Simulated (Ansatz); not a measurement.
Cl3H3HfO

Input file:

```
crystal:
  periodic: [false, false, false]
  atoms:
    - {symbol: Hf, position_ang: [-0.358350, 0.449244, -0.605007]}
    - {symbol: O, position_ang: [0.362057, -0.909170, 1.143569]}
    - {symbol: Cl, position_ang: [1.065371, -1.062423, -1.761705]}
    - {symbol: Cl, position_ang: [-2.557778, -0.186330, -0.142590]}
    - {symbol: Cl, position_ang: [-0.542508, 2.201135, -2.128139]}
    - {symbol: H, position_ang: [0.729921, -0.428750, 1.892049]}
    - {symbol: H, position_ang: [0.327513, 1.546783, 0.710518]}
    - {symbol: H, position_ang: [0.973873, -1.610389, 0.891405]}
basis:
  gaussian: {orbitals: def2-TZVPP}
hamiltonian: {xc: pbe0, dispersion: d4}
output: {orbitals: {seedname: orbitals}}
```

Launched as:

```sh
ansatz run in.yaml --threads 8 --pin off --events-out ev --progress --plain --max-ram 19148MiB
```

The product side of a reaction path; geometry: PBE0-D4/def2-TZVP; core potentials replace the inner electrons of Hf.

Computed with Ansatz 0.2.0, RKS PBE0-D4/def2-TZVPP.

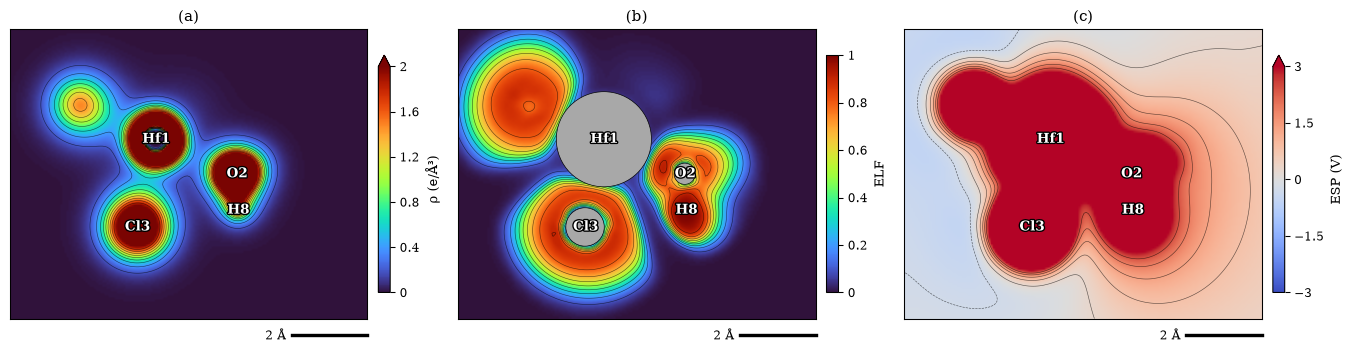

Figure 1. (a) electron density; (b) electron localisation function; (c) molecular electrostatic potential on the plane of atoms Hf1, O2 and H8. Grey discs cover the atomic cores in the ELF map.

> Interpret the plot.

The section cuts through Hf, O, Cl and H sites.
Hf–O (2.33 Å): ρ is about 0.36 e/Å³ halfway; the ELF is about 0.10 at the midpoint.
O–H (0.96 Å): ρ is about 3.8 e/Å³ halfway; the ELF climbs to about 1 towards the hydrogen, as it does in any bond to H: a covalent bond by its length.
Hf–Cl (2.38 Å): ρ is about 0.58 e/Å³ halfway; the ELF peaks at about 0.85 in the valence shell of Cl, 0.8 Å from its nucleus, and is about 0.40 at the midpoint.
Outside the dense part of the molecule the potential is most negative (−0.6 V) near Cl5, which lies off the plane.

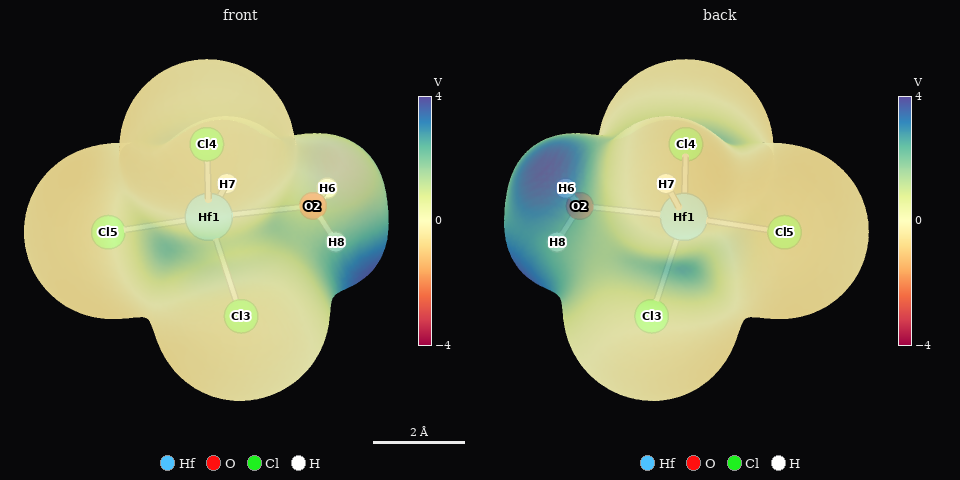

Figure 2. The molecular electrostatic potential painted on the density surface at 0.002 e/bohr³, seen from the front and from behind; red is negative and blue positive.

> Which sites attract a positive test charge, and which a negative one?

A positive charge is drawn to the negative regions and a negative charge to the positive ones. The most negative region (about −0.6 V) lies over Cl5 and H7, the most positive (about +3.8 V) over H6 and H8.

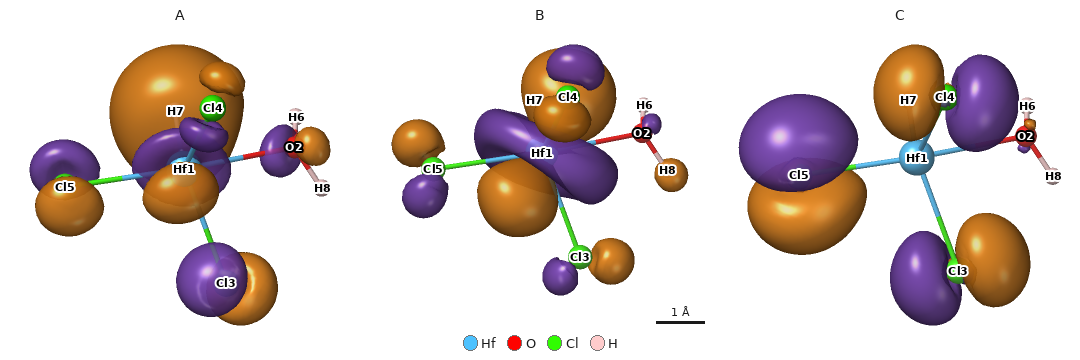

Figure 3. Three frontier orbitals at ±0.1 Å⁻³ᐟ² (orange and purple are the two phases), in no order.

> Order the three orbitals by energy and name them.

C is the HOMO−1 (−9.01 eV). By Hirshfeld shares it lies mainly on Cl5 (about 50 %), Cl4 (about 25 %) and Cl3 (about 20 %); largely a combination of lone pairs on Cl5, Cl4 and Cl3. A is the HOMO (−8.44 eV). Its weight (Hirshfeld) is mainly on H7 (about 45 %), Hf1 (about 30 %), Cl3 (about 10 %) and Cl5 (about 5 %). B is the LUMO (−1.69 eV). By Hirshfeld shares it lies mainly on Hf1 (about 70 %), Cl4 (about 10 %), Cl5 (about 5 %) and Cl3 (about 5 %).

> What is the HOMO–LUMO gap?

6.75 eV between the orbital energies.

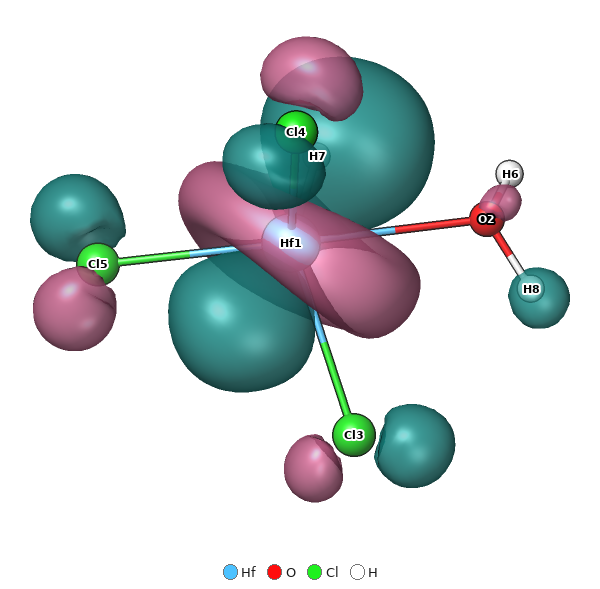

Figure 4. One frontier orbital at ±0.1 Å⁻³ᐟ² (teal and pink are the two phases), seen across its widest extent.

> Which orbital is it: HOMO or LUMO?

The LUMO, at −1.69 eV. It lies mainly on Hf1 (about 70 %), Cl4 (about 10 %), Cl5 (about 5 %) and Cl3 (about 5 %).
